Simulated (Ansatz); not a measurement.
# Cl2H2O2Ti (Ti(OH)2Cl2): what the fields show

```xyz
7

Ti   -0.2585    0.0166   -0.2770
O     0.0099   -0.0831    1.4548
H    -0.4695   -0.1426    2.2906
O     1.3099    0.0701   -1.0851
H     2.2108    0.0524   -0.7350
Cl   -1.4090    1.8450   -0.7204
Cl   -1.3935   -1.7583   -0.9279
```

Geometry: r2SCAN-D4/def2-SVP.

Method: RKS PBE0-D4/def2-TZVP in Ansatz 0.2.0.

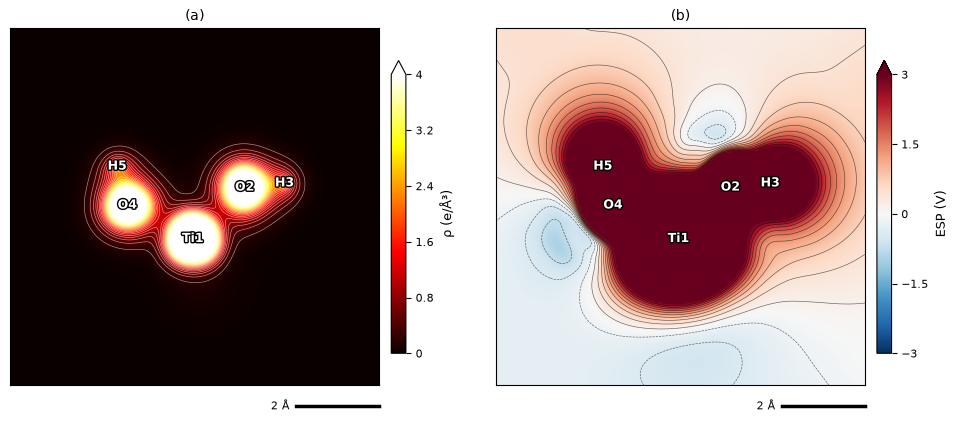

Figure 1. (a) total electron density; (b) electrostatic potential on the plane of atoms Ti1, O2 and H3.

**Interpret the plot.**

Atoms in the plane: Ti, O and H.
Ti–O (1.76 Å): ρ is about 1.1 e/Å³ halfway.
O–H (0.97 Å): the density is about 3.7 e/Å³ at the midpoint.
Outside the dense part of the molecule the potential is most negative (−0.9 V) near O4.

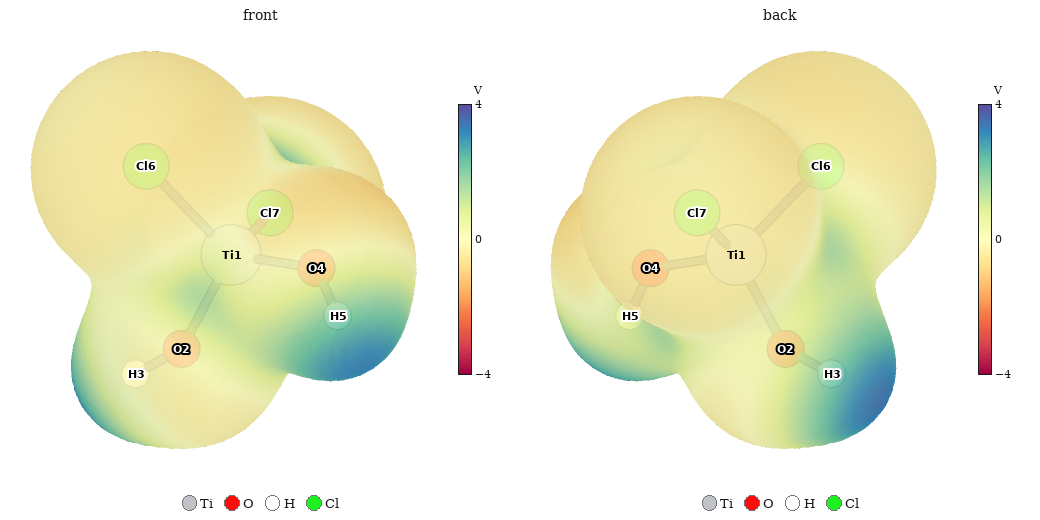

Figure 2. The electrostatic potential painted on the density surface at 0.002 e/bohr³, seen from the front and from behind; the colour scale runs from red (negative) to blue (positive).

**Describe the electrostatic potential map.**

The most negative region (about −0.9 V, or −21 kcal/mol for a unit charge) lies over O4, the most positive (about +3.3 V, or +76 kcal/mol for a unit charge) over H3.

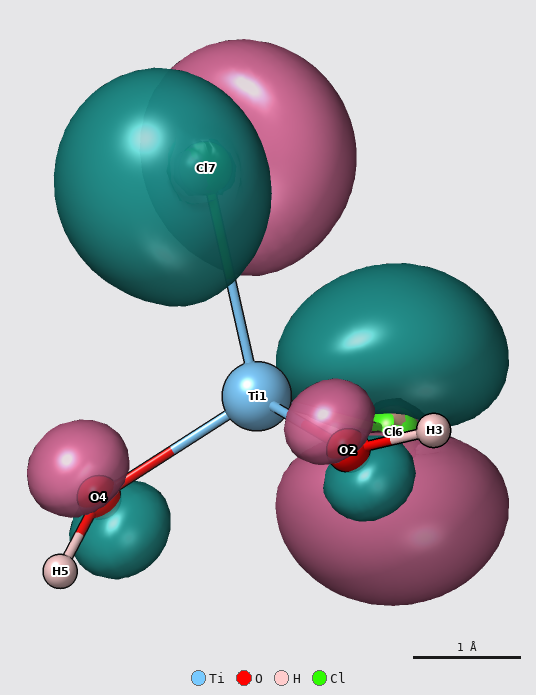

Figure 3. The HOMO at ±0.1 Å⁻³ᐟ² (teal and pink are the two phases), seen at an oblique angle.

**Describe this orbital and give its energy.**

Its weight (Hirshfeld) is mainly on Cl6 (about 45 %) and Cl7 (about 45 %); largely a combination of lone pairs on Cl6 and Cl7. Its energy is −8.94 eV.
